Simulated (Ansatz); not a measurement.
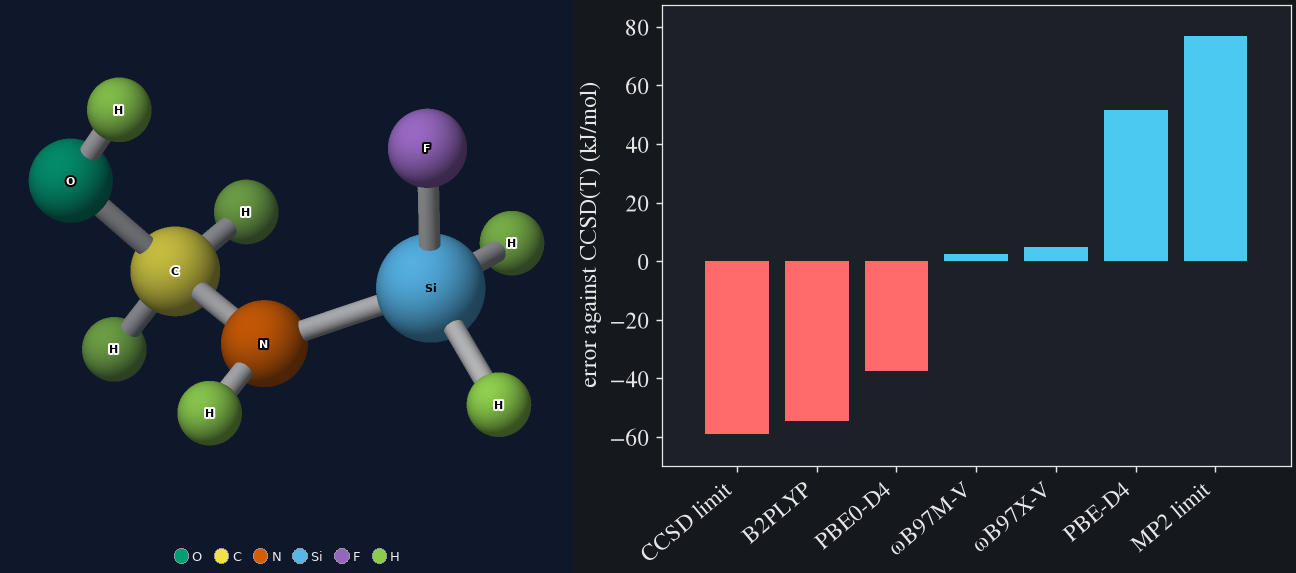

Error in the electronic atomisation energy (method less reference, so positive means overbinding) of CH₆FNOSi, SMILES OCN[SiH2]F: functionals in def2-TZVPP against frozen-core CCSD(T) at the limit (MP2 extrapolated from triple and quadruple zeta, plus CCSD(T) less MP2 in a smaller set), which gives 4076.4 kJ/mol, at a PBE0-D4/def2-TZVP geometry (no frequency check), no zero-point or spin-orbit term, the Ansatz code. The reference leaves out core correlation, a term that grows with the number of heavy atoms. B2PLYP holds a correlation term that converges slowly with the basis, so part of the distance to the limit is basis error. No dispersion term is added to B2PLYP. Limit means the basis limit.

> Which of these levels overbind, and which underbind?

Overbind: PBE-D4 and MP2 limit. Underbind: CCSD limit, B2PLYP and PBE0-D4. Within 25 kJ/mol of zero, too close to call in view of what the reference leaves out: ωB97M-V and ωB97X-V.

> Give the values.

```tsv
level	kJ/mol
CCSD limit	−58.9
B2PLYP	−54.4
PBE0-D4	−37.4
ωB97M-V	2.4
ωB97X-V	4.8
PBE-D4	51.7
MP2 limit	76.8
```

Limits of at least one run: one conformer of a flexible molecule.
